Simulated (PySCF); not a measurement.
## Electronic structure of C4H6N3OSi (SMILES [H]/N=[C]/c1cc([SiH2]N)on1) (doublet) in real space

```xyz
15

N     4.0140   -0.9152   -0.4168
C     2.9948   -0.2643   -0.5240
C     1.6849    0.0121   -0.7074
C     0.6607   -0.0642    0.3078
C    -0.4633    0.3874   -0.3054
Si   -2.2318    0.6426    0.2746
N    -2.4324   -0.5484    1.5003
O    -0.1720    0.7293   -1.5736
N     1.1488    0.5104   -1.8372
H     4.8991   -0.5152   -0.1206
H     0.7780   -0.4122    1.3117
H    -2.3758    1.9330    0.9488
H    -3.0954    0.5574   -0.9090
H    -3.2796   -0.5486    2.0440
H    -2.1344   -1.4960    1.3301
```

Geometry: GFN2-xTB.

Computed with UKS B3LYP, pcH-1 on C H N O Si, non-relativistic, mean-field spin-orbit, GIAO in PySCF.

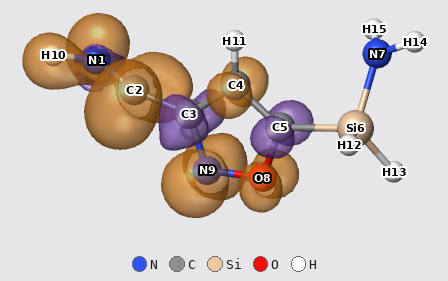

Figure 1. Isosurfaces of the spin density (α minus β) at +0.015 (orange) and −0.015 e/Å³ (purple), seen at a tilt.

Question: Where is the unpaired spin?

Answer: The unpaired spin (1 electron) lies mostly on C2 (about 0.4), N9 (about 0.3), N1 (about 0.2) and O8 (about 0.1), in electrons by Hirshfeld's partition.

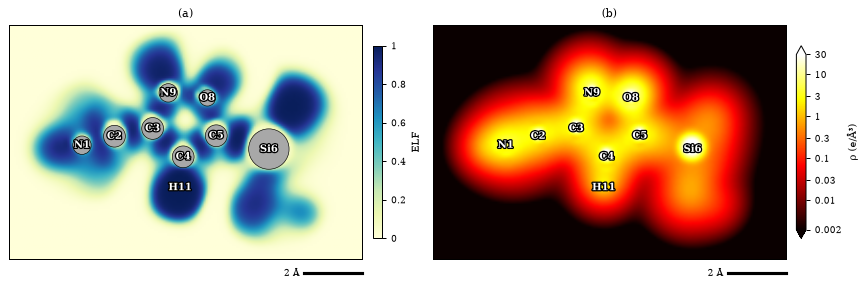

Figure 2. (a) ELF; (b) electron density on the plane of atoms Si6, C5 and O8. Grey discs cover the atomic cores in the ELF map.

Question: Describe what can be read from this map.

Answer:
- The section cuts through N, C, Si, O and H sites.
- C–N (1.21 Å): ρ is about 3 e/Å³ halfway; the ELF peaks at about 0.90 between the atoms: a short, multiple covalent bond.
- C–O (1.35 Å): ρ is about 2.2 e/Å³ halfway, with its minimum of 1.9 e/Å³ about 0.5 Å from C; the ELF peaks at about 0.90 between the atoms: a shared but strongly polarised pair.
- C–C (1.35 Å): the density is about 2.1 e/Å³ at the midpoint; the ELF peaks at about 0.95 between the atoms (localised, covalent bonding).
- N–O (1.36 Å): the density is about 2.4 e/Å³ at the midpoint; the ELF peaks at about 0.85 between the atoms (a covalent bond).
- C–Si (1.88 Å): the density is about 0.9 e/Å³ at the midpoint; the ELF peaks at about 1 between the atoms; localised, covalent bonding.
- The ELF also peaks beside N7, O8 and N9, away from the bonds: non-bonding electrons, paired or unpaired.

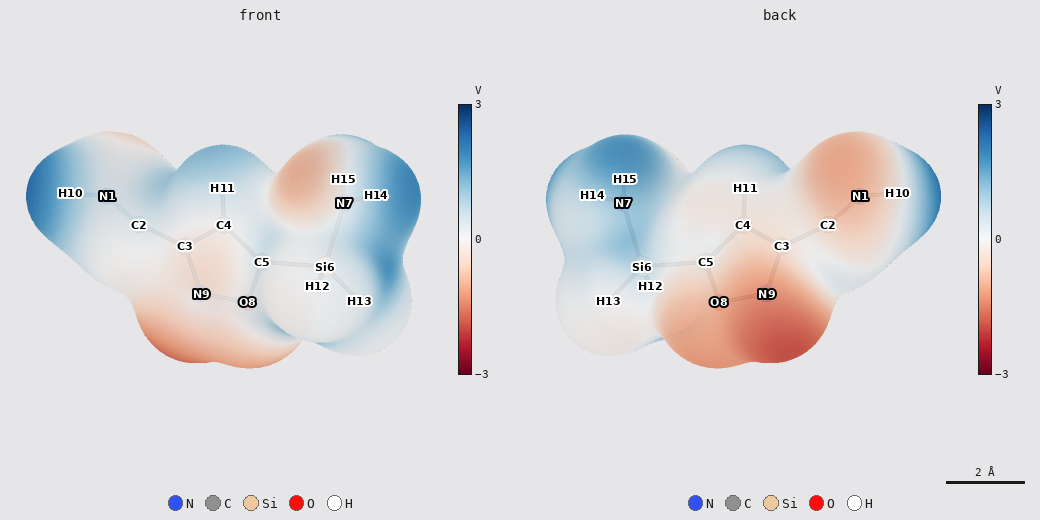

Figure 3. The electrostatic potential painted on the density surface at 0.002 e/bohr³, seen from the front and from behind; red is negative and blue positive.

Question: Describe the electrostatic potential map.

Answer: The most negative region (about −1.9 V, or −44 kcal/mol for a unit charge) lies over N9, the most positive (about +2.2 V, or +51 kcal/mol for a unit charge) over H10. N9 is the likeliest acceptor of a hydrogen bond.
